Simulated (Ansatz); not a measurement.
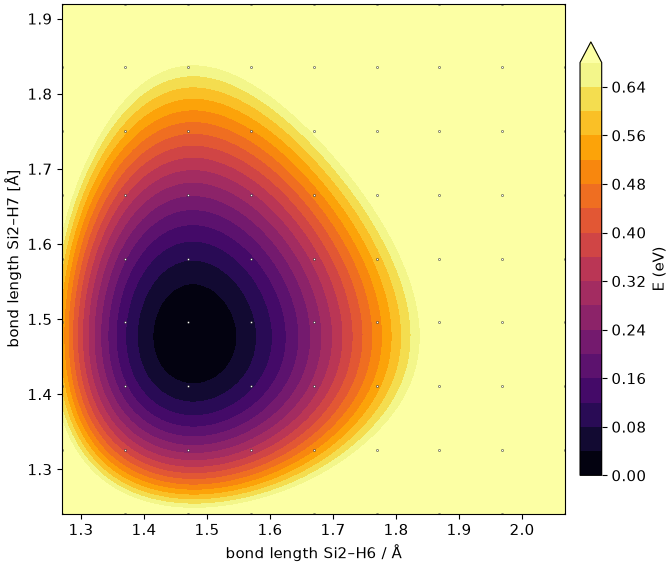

H4SeSi2, SMILES [SiH2]1[SiH2][Se]1. Coordinates scanned: (1) bond length Si2–H6; (2) bond length Si2–H7. Nothing is relaxed (all other coordinates rigid). Grid: 9 × 9 points. Points are written as (first, second). Energies are in eV, from the relaxed molecule at the same level. Computed with Ansatz 0.2.0, RKS B3LYP-D4/def2-TZVP.

Drawn: filled contours, dots at the grid points, one colour for all values above the top of the scale. Between grid points the surface is interpolated.

Question: Estimate the position of the minimum and the force constants in these coordinates.

Answer: The interpolated minimum is at bond length Si2–H6 ≈ 1.477 Å, bond length Si2–H7 ≈ 1.477 Å. The curvatures there are about 18 eV/Å² and 18 eV/Å², with a cross term of about 0 eV/Å². Round the minimum the contours are nearly round: the two directions are equally stiff and uncoupled.
